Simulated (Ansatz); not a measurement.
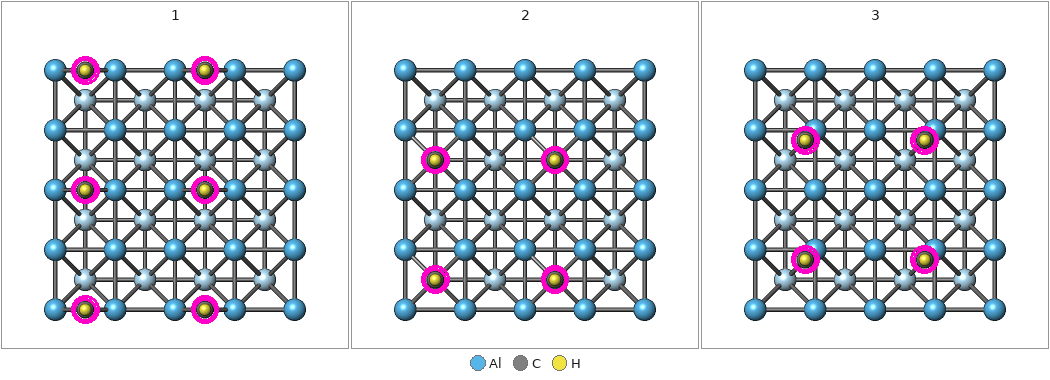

CH on an Al(100) slab cut from the Fm-3m phase, its upper half relaxed before the scan (12 atoms of substrate and one adsorbate in a 2 × 2 cell). CH is moved over the surface cell; relaxed at each place: the height of the adsorbate's atoms; substrate rigid; the origin of the map has the adsorbate above Al9. Places are given modulo a cell vector. The map is drawn in real space over the plane of the surface. The grid has 6 × 6 points; 10 points were computed and 26 follow by symmetry. Places are given in fractions of the 1 × 1 surface cell. Energies are in eV, from the lowest grid point. The calculation used Ansatz 0.2.0, DFT LDA, scalar-relativistic, plane waves, PAW. Settings: cutoff 420 eV, k-mesh 5×5×1, gaussian smearing 0.1 eV, spin-polarised.

The numbered pictures are structures from this grid. Rings mark the moved atoms.

Rank them by energy, lowest first.

2, at a fourfold hollow over a second-layer Al atom, (3/6, 3/6) of the cell vectors: 0.00 eV; 1, at a bridge site between two Al atoms, (3/6, 0/6) of the cell vectors: 1.07 eV; 3, at (5/6, 5/6) of the cell vectors: 2.45 eV.

The map, with the structures marked:

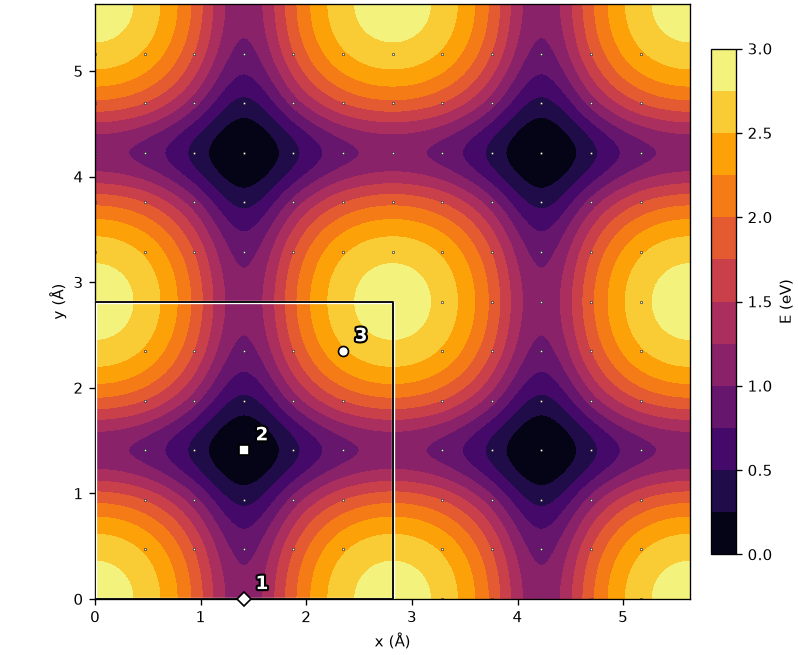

The picture shows filled contours, dots at the grid points, the outline of one cell of the 2 × 2 shown. Between grid points the surface is interpolated.

PAW datasets: the set soft_1.
